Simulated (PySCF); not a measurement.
## EPR calculation of C6H13Si

C6H13Si, multiplicity 2, computed with UKS B3LYP, pcH-1 on C H Si, non-relativistic, mean-field spin-orbit, GIAO (PySCF 2.14.0).

It belongs to a series of runs on one base structure; here: H added to sp C.

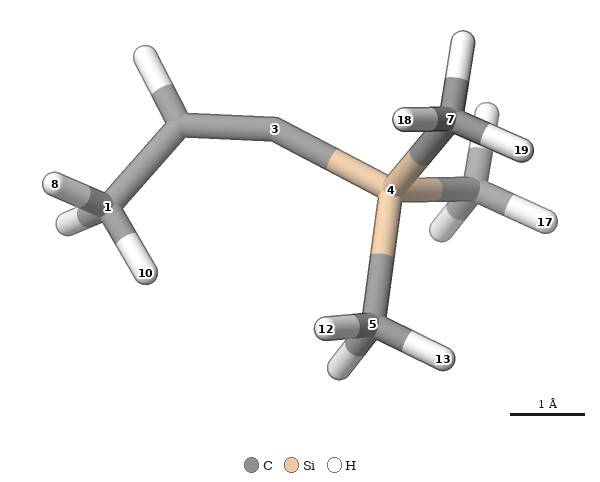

**Figure 1.** The structure as given in the input (stick view, seen at a tilt; atoms are numbered from 1 in the order of the input). Bond lengths as drawn: C–C 1.30 to 1.51 Å, C–H 1.09 Å and C–Si 1.84 to 1.92 Å.

## Results in brief

- outcome: converged
- total energy: −525.956637 hartree
- ⟨S²⟩: 0.758
- isotropic g: 2.0022
- hardware: 1 CPU thread, shared host
- wall time: 1.7 min
- peak memory: 1.1 GiB

## The input
```
{"job": {"kind": "epr", "basis": "pcH-1"}, "charge": 0, "multiplicity": 2}
C      3.003058     0.300007     0.408063
C      2.087444    -0.899128     0.485715
C      0.814466    -0.910064     0.243438
Si    -0.791897    -0.147554    -0.226143
C     -0.644105     1.731144    -0.596953
C     -1.434855    -1.027018    -1.790713
C     -2.012499    -0.387726     1.218568
H      3.467902     0.469135     1.378126
H      3.791143     0.111913    -0.319375
H      2.446021     1.184938     0.115591
H      2.601879    -1.813289     0.779066
H     -0.279117     2.272379     0.270538
H     -1.605181     2.155841    -0.872140
H      0.045074     1.913967    -1.415642
H     -1.541466    -2.094160    -1.624256
H     -0.754528    -0.892233    -2.625884
H     -2.405352    -0.642971    -2.091410
H     -1.664711     0.114567     2.115947
H     -2.994118     0.010241     0.978153
H     -2.134309    -1.439310     1.457790
```

The first line tells a small driver script what to run in PySCF; the rest is the geometry in Å.

Launched with:
```bash
OMP_NUM_THREADS=1 python <driver script> task.json out
```

## Output
```
UKS, coarse grid
  cycle   1  E = -525.84272153  |g| = 4.74e-01
  cycle   2  E = -525.81087456  |g| = 5.34e-01
  cycle   3  E = -525.95604217  |g| = 2.82e-02
  cycle   4  E = -525.95631280  |g| = 2.22e-02
  cycle   5  E = -525.95659675  |g| = 5.18e-03
  cycle   6  E = -525.95661887  |g| = 4.06e-03
  cycle   7  E = -525.95663394  |g| = 1.63e-03
  cycle   8  E = -525.95663934  |g| = 7.04e-04
UKS, final grid
  cycle   1  E = -525.95663597  |g| = 7.44e-04
  cycle   2  E = -525.95663590  |g| = 1.12e-03
  cycle   3  E = -525.95663662  |g| = 2.51e-04
  cycle   4  E = -525.95663670  |g| = 1.59e-04
  cycle   5  E = -525.95663679  |g| = 5.94e-05
  cycle   6  E = -525.95663679  |g| = 5.90e-06
E = -525.95663679 Eh   <S^2> = 0.7578 (exact 0.7500)
g shifts (ppm)      1          2          3
  rmc          -141       -141       -141
  gc             30         16         33
  oz_so        -455       -148        576
  total        -567       -273        468
hyperfine (MHz)  atom isotope    a_iso     a_fc   dipolar eigenvalues
    0   13C      93.62      93.63     -7.54     -6.71     14.25
    1   13C     -41.94     -41.94    -15.83      3.16     12.67
    2   13C     145.65     145.78    -77.95    -60.95    138.90
    3  29Si       5.26       5.29     -6.18      0.79      5.39
    4   13C      42.60      42.60     -4.32     -4.31      8.63
    5   13C       3.79       3.79     -0.79     -0.67      1.46
    6   13C       3.76       3.76     -0.79     -0.67      1.46
    7    1H      -6.99      -6.99     -3.82     -1.97      5.79
    8    1H      -7.06      -7.06     -3.82     -1.97      5.79
    9    1H      -5.68      -5.68     -6.20     -1.34      7.54
   10    1H     140.97     140.97     -5.62     -4.30      9.92
   11    1H      -2.86      -2.86     -3.51     -1.13      4.64
   12    1H      17.19      17.19     -2.80     -0.88      3.68
   13    1H      -2.86      -2.86     -3.52     -1.13      4.64
   14    1H       0.02       0.02     -2.54     -1.84      4.38
   15    1H       0.17       0.17     -1.98     -1.77      3.75
   16    1H      -0.25      -0.25     -1.27     -1.06      2.32
   17    1H       0.17       0.17     -1.98     -1.77      3.75
   18    1H      -0.27      -0.27     -1.27     -1.06      2.32
   19    1H       0.01       0.01     -2.53     -1.84      4.37
```

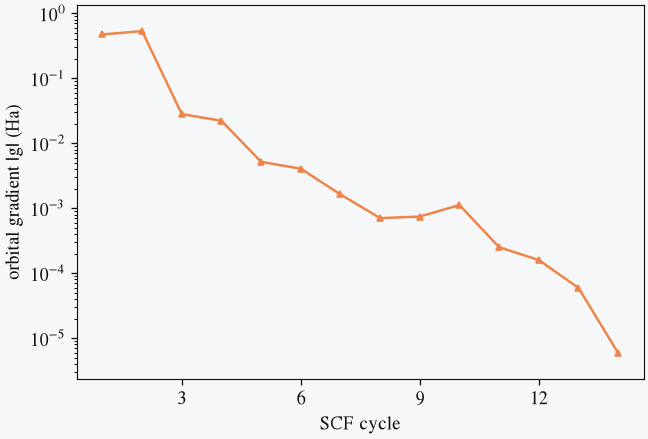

**Figure 2.** Convergence of the self-consistent field: orbital gradient |g| against the SCF cycle. All cycles printed in the log are drawn one after another.

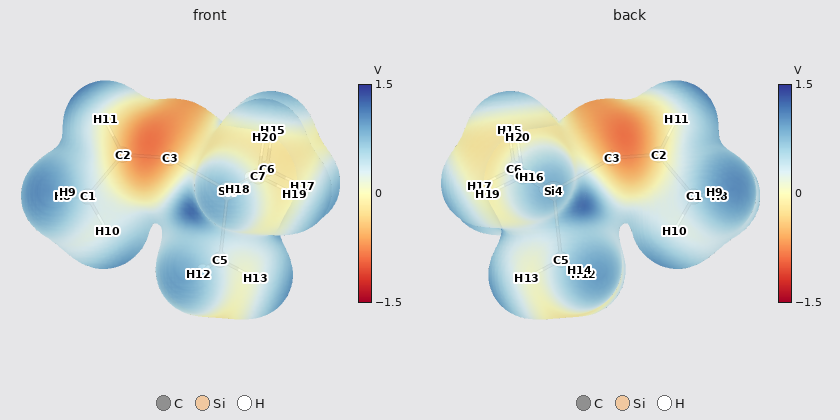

**Figure 3.** The molecular electrostatic potential painted on the density surface at 0.004 e/bohr³, seen face on and from behind; red is negative and blue positive. A positive charge is drawn to the negative regions and a negative charge to the positive ones.

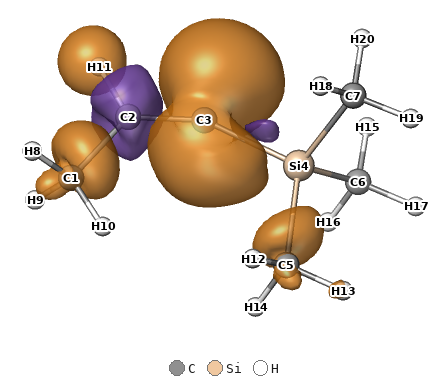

**Figure 4.** Isosurfaces of the spin density at +0.015 (orange) and −0.015 e/Å³ (purple), seen at a tilt. The unpaired spin (1 electron) lies mostly on C3 (about 0.7) and Si4 (about 0.1), in electrons by Hirshfeld's partition.
